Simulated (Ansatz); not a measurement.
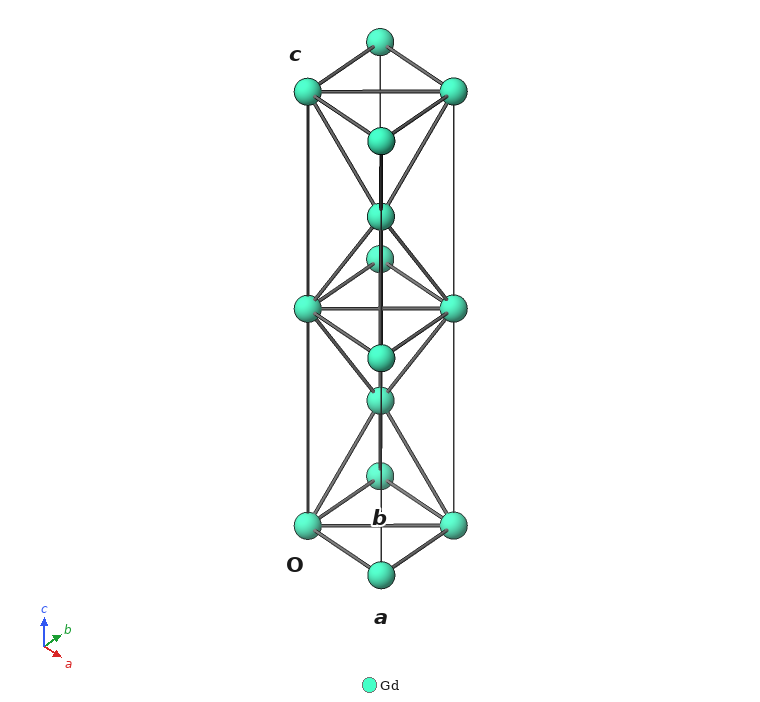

One unit cell is drawn above. Crystal: Gd, the input geometry of an electronic-structure calculation (not necessarily at equilibrium); the starting structure was generated, so it need not be a known form of this composition. Symmetry computed with spglib at a tolerance of 0.002 Å; standard conventional cell.

```xyz
4
Lattice="3.6925 0.0000 0.0000 -1.8462 3.1978 0.0000 0.0000 0.0000 11.9363" Properties=species:S:1:pos:R:3 pbc="T T T"
Gd    0.0000    0.0000    0.0000
Gd    0.0000    0.0000    5.9682
Gd    0.0000    2.1318    2.9841
Gd    1.8462    1.0659    8.9522
```

**What is its point group?**

6/mmm (D6h), order 24, hexagonal system: one sixfold axis, six twofold axes, seven mirror planes, an inversion centre.

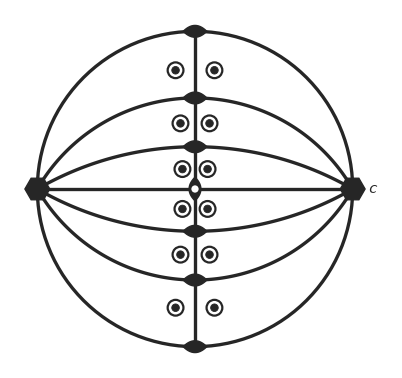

Stereographic projection: filled dots lie in the upper hemisphere, open rings in the lower; heavy lines are mirror planes (a heavy rim: a mirror in the plane of the page); lens, triangle, square and hexagon are 2-, 3-, 4- and 6-fold axes, a lens in an open square is −4, a triangle in an open hexagon −6; thin dashed diameters join the ends of axes that lie in the page; a small open circle marks inversion. The poles are one general form. The a axis points at the viewer.

**What does this class allow?**

Class 6/mmm is centrosymmetric, so neither piezoelectric nor pyroelectric; it is not chiral. Its Laue class is 6/mmm.
